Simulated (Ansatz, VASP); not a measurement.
# GaP: VASP beside Ansatz, part 2 of 2

Aim: how closely do two programs agree when they are given the same cell, functional and k mesh?

VASP 6.6.1 and Ansatz 0.2.0.

So far: The structure; VASP: band structure, r2SCAN-EpsX; Ansatz: band structure, r2SCAN-EpsX.

## Step 4: Differences

Known differences besides the PAW data sets themselves: exact exchange at q = 0 is treated differently, which shows on coarse meshes; VASP keeps PBE cores, Ansatz makes them for the functional; the cutoff is 500 eV in Ansatz and 350 eV in VASP; VASP takes a coarser grid for exact exchange (PRECFOCK = Fast). Total energies have different zeros and are not compared.

The two programs side by side:

| quantity | Ansatz | VASP | difference |
| --- | --- | --- | --- |
| gap over the path points (eV) | 2.295 | 2.308 | -0.013 |

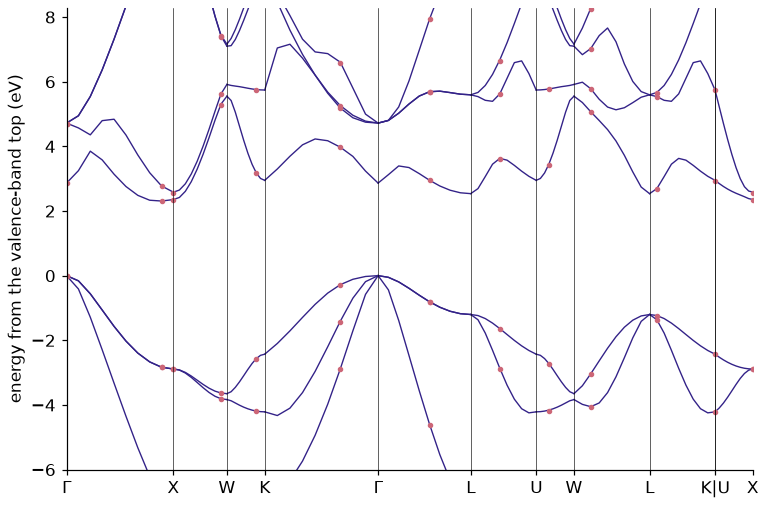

Bands from VASP (lines) and levels from Ansatz (dots). Dots without a line are higher empty bands that the VASP plot leaves out.

Levels at points of the path, from each program's valence-band top (eV; 3 filled, then empty):

| k (reciprocal lattice) | Ansatz | VASP |
| --- | --- | --- |
| 0.000 0.000 0.000 | 0.00 0.00 0.00 2.88 4.70 4.70 | 0.00 0.00 0.00 2.86 4.72 4.72 |
| 0.444 0.000 0.444 | -6.91 -2.84 -2.84 2.29 2.76 11.46 | -6.90 -2.83 -2.83 2.31 2.77 11.50 |
| 0.500 0.000 0.500 | -7.19 -2.90 -2.90 2.34 2.56 12.02 | -7.19 -2.89 -2.89 2.35 2.58 12.05 |
| 0.500 0.222 0.722 | -6.96 -3.82 -3.64 5.29 5.61 7.39 | -6.96 -3.81 -3.63 5.31 5.62 7.42 |
| 0.403 0.347 0.750 | -6.96 -4.20 -2.57 3.16 5.74 8.89 | -6.95 -4.19 -2.57 3.18 5.76 8.92 |
| 0.125 0.125 0.250 | -2.89 -1.42 -0.28 3.97 5.17 5.24 | -2.88 -1.41 -0.28 3.97 5.18 5.26 |
| 0.278 0.278 0.278 | -4.61 -0.81 -0.81 2.95 5.67 5.67 | -4.60 -0.81 -0.81 2.95 5.69 5.69 |
| 0.556 0.389 0.556 | -6.92 -2.88 -1.65 3.62 5.61 6.65 | -6.91 -2.87 -1.64 3.63 5.62 6.67 |
| 0.583 0.250 0.667 | -6.96 -4.17 -2.73 3.43 5.76 8.55 | -6.95 -4.16 -2.72 3.44 5.78 8.58 |
| 0.500 0.306 0.694 | -6.85 -4.07 -3.05 5.06 5.77 7.01 | -6.85 -4.05 -3.04 5.07 5.78 7.03 |

Among the levels compared (up to four filled and three empty ones at each point), filled levels agree within 12 meV and empty ones within 40 meV.

## Step 5: VASP: band structure, HSE06, spin-orbit coupling

The same path points are solved in both programs, so levels can be compared one by one.

INCAR reads:

```
SYSTEM = GaP
PREC = Accurate
ENCUT = 350
EDIFF = 1E-06
NELM = 100
ISMEAR = 0
SIGMA = 0.03
LREAL = .FALSE.
ALGO = Normal
LHFCALC = .TRUE.
AEXX = 0.25
GGA = PE
HFSCREEN = 0.2
LASPH = .TRUE.
LNONCOLLINEAR = .TRUE.
MAGMOM = 0 0 0 0 0 0
NBANDS = 30
GGA_COMPAT = .FALSE.
LSORBIT = .TRUE.
PRECFOCK = Fast
LORBIT = 11
LWAVE = .FALSE.
LCHARG = .FALSE.
KPAR = 4
```

POSCAR reads:

```
GaP
1.0
    0.0000000000      2.7252500000      2.7252500000
    2.7252500000      0.0000000000      2.7252500000
    2.7252500000      2.7252500000      0.0000000000
Ga P
1 1
Direct
    0.0000000000      0.0000000000      0.0000000000
    0.7500000000      0.7500000000      0.7500000000
```

KPOINTS reads:

```
Automatic mesh
0
Gamma
5 5 5
0 0 0
```

KPOINTS_OPT reads:

```
Line mode
10
Line-mode
Reciprocal
  0.00000000   0.00000000   0.00000000 GAMMA
  0.50000000   0.00000000   0.50000000 X

  0.50000000   0.00000000   0.50000000 X
  0.50000000   0.25000000   0.75000000 W

  0.50000000   0.25000000   0.75000000 W
  0.37500000   0.37500000   0.75000000 K

  0.37500000   0.37500000   0.75000000 K
  0.00000000   0.00000000   0.00000000 GAMMA

  0.00000000   0.00000000   0.00000000 GAMMA
  0.50000000   0.50000000   0.50000000 L

  0.50000000   0.50000000   0.50000000 L
  0.62500000   0.25000000   0.62500000 U

  0.62500000   0.25000000   0.62500000 U
  0.50000000   0.25000000   0.75000000 W

  0.50000000   0.25000000   0.75000000 W
  0.50000000   0.50000000   0.50000000 L

  0.50000000   0.50000000   0.50000000 L
  0.37500000   0.37500000   0.75000000 K

  0.62500000   0.25000000   0.62500000 U
  0.50000000   0.00000000   0.50000000 X
```

PAW data sets: Ga_d and P (PBE family, release 64).

On the command line:

```console
$ mpirun -np 4 vasp_ncl
```

Numbers of over 12 decimals in the logs are rounded to 6 here.

The program printed:

```text
[banner, memory and clock lines left out]
running    4 mpi-ranks, on    1 nodes
[...]
LDA part: xc-table for (Slater+PW92), standard interpolation
 found WAVECAR, reading the header
 POSCAR, INCAR and KPOINTS ok, starting setup
[...]
reading WAVECAR
 the WAVECAR file was read successfully
 initial charge from wavefunction
 entering main loop
       N       E                     dE             d eps       ncg     rms          rms(c)
DAV:   1    -0.107981703781E+02   -0.10798E+02   -0.11914E+00  1272   0.216E+01    0.242E+00
DAV:   2    -0.107917967959E+02    0.63736E-02   -0.10589E-01  1156   0.446E+00    0.180E+00
DAV:   3    -0.107870600904E+02    0.47367E-02   -0.10159E-02  1194   0.166E+00    0.111E+00
DAV:   4    -0.107861881090E+02    0.87198E-03   -0.27618E-03  1086   0.583E-01    0.659E-01
[...]
DAV:   8    -0.107859084447E+02    0.82729E-05   -0.36149E-06   904   0.140E-02    0.666E-02
DAV:   9    -0.107859057575E+02    0.26872E-05   -0.13832E-06   864   0.882E-03    0.350E-02
DAV:  10    -0.107859048435E+02    0.91396E-06   -0.45037E-07   684   0.560E-03
   1 F= -.10785905E+02 E0= -.10785905E+02  d E =-.473493E-23  mag=     0.0000    -0.0000    -0.0000
 Start KPOINTS_OPT (optional k-point list driver)
k-point batch [1-14\100]
       N       E                     dE             ncg
DAV:   1     0.473864337296E+02   -0.44676E+04      928
DAV:   2    -0.167446135769E+04   -0.17218E+04      854
DAV:   3    -0.189355289286E+04   -0.21909E+03     1034
DAV:   4    -0.190200015193E+04   -0.84473E+01     1052
DAV:   5    -0.190218534750E+04   -0.18520E+00     1162
DAV:   6    -0.190219301820E+04   -0.76707E-02     1274
DAV:   7    -0.190219314883E+04   -0.13063E-03     1154
DAV:   8    -0.190219315053E+04   -0.16991E-05      980
DAV:   9    -0.190219315066E+04   -0.12706E-06      828
[...]
k-point batch [99-100\100]
       N       E                     dE             ncg
DAV:   1     0.639548290465E+04   -0.10788E+04      134
DAV:   2     0.614584155977E+04   -0.24964E+03      120
DAV:   3     0.611411202932E+04   -0.31730E+02      152
DAV:   4     0.611301472256E+04   -0.10973E+01      160
DAV:   5     0.611299125544E+04   -0.23467E-01      160
DAV:   6     0.611299004215E+04   -0.12133E-02      208
DAV:   7     0.611299002729E+04   -0.14855E-04      168
DAV:   8     0.611299002712E+04   -0.17339E-06      152
```

OUTCAR, selected parts (step 5):

```text
 POSITION                                       TOTAL-FORCE (eV/Angst)
 -----------------------------------------------------------------------------------
      0.00000      0.00000      0.00000         0.000000      0.000000      0.000000
      4.08788      4.08788      4.08788        -0.000000     -0.000000     -0.000000
 -----------------------------------------------------------------------------------
    total drift:                                0.000003      0.000001      0.000002

  FREE ENERGIE OF THE ION-ELECTRON SYSTEM (eV)
  ---------------------------------------------------
  free  energy   TOTEN  =       -10.7859048435 eV

  energy  without entropy=      -10.7859048435  energy(sigma->0) =      -10.78590484

 magnetization (x)
# of ion       s       p       d       tot
------------------------------------------
    1       -0.000   0.000  -0.000   0.000
    2        0.000   0.000   0.000   0.000
--------------------------------------------------
tot         -0.000   0.000  -0.000   0.000

 magnetization (y)
# of ion       s       p       d       tot
------------------------------------------
    1        0.000   0.000   0.000   0.000
    2        0.000   0.000   0.000   0.000
--------------------------------------------------
tot          0.000   0.000   0.000   0.000

 magnetization (z)
# of ion       s       p       d       tot
------------------------------------------
    1       -0.000   0.000  -0.000   0.000
    2        0.000   0.000   0.000   0.000
--------------------------------------------------
tot         -0.000   0.000  -0.000   0.000

[... 1 part as in an earlier step ...]

[... 2 further parts left out ...]
[key lines of the parts left out:]
E-fermi :   4.4417
```

## Step 6: Ansatz: band structure, HSE06, spin-orbit coupling

The same cell, functional, mesh and smearing now go to Ansatz, which takes its cutoff from its data sets.

input.yaml reads:

```yaml
crystal:
  lattice:
    - [0.0, 2.72525, 2.72525]
    - [2.72525, 0.0, 2.72525]
    - [2.72525, 2.72525, 0.0]
  atoms:
    - { symbol: Ga, position: [0.0, 0.0, 0.0] }
    - { symbol: P, position: [0.75, 0.75, 0.75] }
hamiltonian:
  xc: { exchange: pbe, correlation: pbe, exx: { coeff: 0.25, omega: 0.2 } }
  pseudopotentials: { kind: paw_fr }
magnetization:
  noncollinear: true
  spin_orbit: true
kpoints:
  mp_grid: { grid: [5, 5, 5] }
  band_path:
    path:
      - [0.0, 0.0, 0.0]
      - [0.44444, 0.0, 0.44444]
      - [0.5, 0.0, 0.5]
      - [0.5, 0.22222, 0.72222]
      - [0.40278, 0.34722, 0.75]
      - [0.125, 0.125, 0.25]
      - [0.27778, 0.27778, 0.27778]
      - [0.55556, 0.38889, 0.55556]
      - [0.58333, 0.25, 0.66667]
      - [0.5, 0.30556, 0.69444]
      - [0.48611, 0.48611, 0.52778]
      - [0.625, 0.25, 0.625]
      - [0.5, 0.0, 0.5]
    npoints: 1
scf:
  occupations: { method: gaussian, width: 0.03 }
  n_extra_bands: 14
output:
  forces: true
  stress: true
  eigenvalues: true
```

On the command line:

```console
$ ansatz run input.yaml --threads 4 --pin off --max-ram 9216MiB --backend cpu --events-out ev --progress --plain --runs-dir out
```

The program printed:

```text
[...]
non-collinear run that drives no moment, with spin-orbit: no starting moment large enough to seed its density (crystal.atoms[].spin), no starting occupations that ask for one, no magnetisation constraint and no magnetic field, so the semilocal B_xc is pinned to zero
Crystal: 2 atoms, lattice volume = 40.481 Å³
[...]
k-point 0: bands = [... 14 lower, 6.6779, 6.6779, 6.6779, 6.6779, 9.4772, 9.4772, 11.3225, 11.3225, ... 10 higher]
  k-point 1: bands = [... 14 lower, 6.0896, 6.0896, 6.1573, 6.1616, 9.8973, 9.8973, 12.1268, 12.1268, ... 10 higher]
  k-point 2: bands = [... 14 lower, 5.4802, 5.4802, 5.5549, 5.5571, 9.2719, 9.2719, 12.3067, 12.3067, ... 10 higher]
  k-point 9: bands = [... 14 lower, 2.6877, 2.7083, 3.7329, 3.7647, 11.5665, 11.5748, 12.1462, 12.1509, ... 10 higher]
[key lines of the parts left out:]
Magnetization: |M| = 0.0000 μB,  M = (+0.0000, +0.0000, +0.0000) μB
Free energy (F): -4539.934918 eV
Fermi energy:    7.813538 eV
P = ⅓ Tr σ = 0.8003 GPa (8.003 kbar)
```

The job ended after 1.8 min (4 threads of Arm Neoverse V2, shared host; peak memory 1.1 GiB; 6.6 min of CPU time).

## Step 7: Side by side

What differs besides the data sets and the points named for the pairs above, as far as they apply: spin-orbit coupling enters by fully relativistic files in Ansatz and inside the spheres in VASP; the cutoff is 420 eV in Ansatz and 350 eV in VASP. Total energies have different zeros and are not compared.

Both answers:

| quantity | Ansatz | VASP | difference |
| --- | --- | --- | --- |
| gap over the path points (eV) | 2.249 | 2.253 | -0.003 |

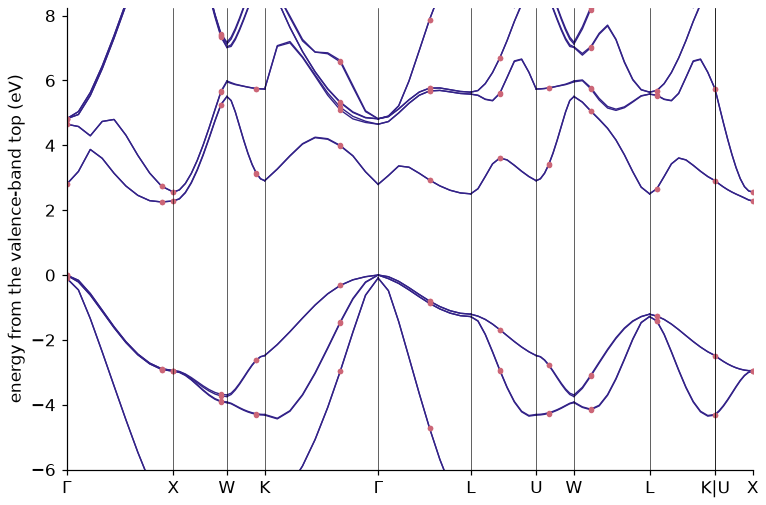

Bands from VASP (lines) and levels from Ansatz (dots). Dots without a line are higher empty bands that the VASP plot leaves out.

Levels at points of the path, from each program's valence-band top (eV; 6 filled, then empty):

| k (reciprocal lattice) | Ansatz | VASP |
| --- | --- | --- |
| 0.000 0.000 0.000 | -0.10 -0.10 0.00 0.00 0.00 0.00 2.80 2.80 4.64 4.64 4.81 4.81 | -0.09 -0.09 0.00 0.00 0.00 0.00 2.79 2.79 4.65 4.65 4.82 4.82 |
| 0.444 0.000 0.444 | -7.08 -7.08 -2.92 -2.92 -2.89 -2.89 2.25 2.25 2.74 2.74 11.44 11.44 | -7.08 -7.08 -2.91 -2.91 -2.89 -2.89 2.25 2.25 2.74 2.74 11.46 11.46 |
| 0.500 0.000 0.500 | -7.37 -7.37 -2.97 -2.97 -2.95 -2.95 2.28 2.28 2.56 2.56 11.99 11.99 | -7.37 -7.37 -2.97 -2.97 -2.95 -2.95 2.28 2.28 2.56 2.56 12.01 12.01 |
| 0.500 0.222 0.722 | -7.13 -7.12 -3.92 -3.90 -3.73 -3.68 5.24 5.26 5.64 5.66 7.33 7.37 | -7.13 -7.12 -3.91 -3.89 -3.73 -3.68 5.25 5.26 5.64 5.67 7.34 7.38 |
| 0.403 0.347 0.750 | -7.13 -7.12 -4.30 -4.28 -2.63 -2.62 3.13 3.14 5.74 5.75 8.88 8.90 | -7.13 -7.12 -4.30 -4.28 -2.63 -2.62 3.13 3.15 5.75 5.75 8.90 8.92 |
| 0.125 0.125 0.250 | -2.97 -2.96 -1.47 -1.44 -0.32 -0.32 3.98 4.00 5.08 5.17 5.31 5.32 | -2.97 -2.96 -1.47 -1.44 -0.32 -0.32 3.98 3.99 5.09 5.17 5.32 5.33 |
| 0.278 0.278 0.278 | -4.72 -4.72 -0.88 -0.88 -0.81 -0.80 2.93 2.93 5.67 5.67 5.75 5.76 | -4.72 -4.72 -0.88 -0.88 -0.81 -0.80 2.93 2.93 5.68 5.68 5.76 5.76 |
| 0.556 0.389 0.556 | -7.09 -7.09 -2.95 -2.93 -1.69 -1.69 3.61 3.61 5.59 5.60 6.68 6.68 | -7.09 -7.09 -2.94 -2.93 -1.69 -1.68 3.61 3.61 5.60 5.61 6.69 6.70 |
| 0.583 0.250 0.667 | -7.13 -7.11 -4.27 -4.25 -2.79 -2.77 3.40 3.41 5.76 5.77 8.54 8.57 | -7.12 -7.11 -4.27 -4.25 -2.79 -2.77 3.40 3.42 5.77 5.77 8.56 8.59 |
| 0.500 0.306 0.694 | -7.02 -7.01 -4.16 -4.14 -3.12 -3.09 5.05 5.06 5.74 5.78 7.00 7.03 | -7.02 -7.01 -4.16 -4.14 -3.12 -3.09 5.05 5.06 5.74 5.78 7.01 7.04 |

Among the levels compared (up to four filled and three empty ones at each point), filled levels agree within 6 meV and empty ones within 22 meV.

## Step 8: Outcome

| Item | Value |
| --- | --- |
| difference in gap over the path points (band structure, r2SCAN-EpsX) | -0.013 eV |
| difference in gap over the path points (band structure, HSE06, spin-orbit coupling) | -0.0034 eV |

**Reading.** The difference in gap over the path points is -0.013 eV (band structure, r2SCAN-EpsX), within the 0.08 eV picked in this series as the mark of a large difference. Differences of this kind measure data sets and numerical settings, not the functional's error against experiment.

[Lines on the potential files, build, host, timing and source positions are cut from VASP's logs without a mark.]

[Logs are printed without paths, hosts, clocks, repeated set-up lines and the standing remarks that a program may print on its own settings, such as how far it seeks lower states.]

[Hosts, paths, dates, database ids (printed as entryN), source tags and the programs' standing remarks are cut or masked in the printed files.]
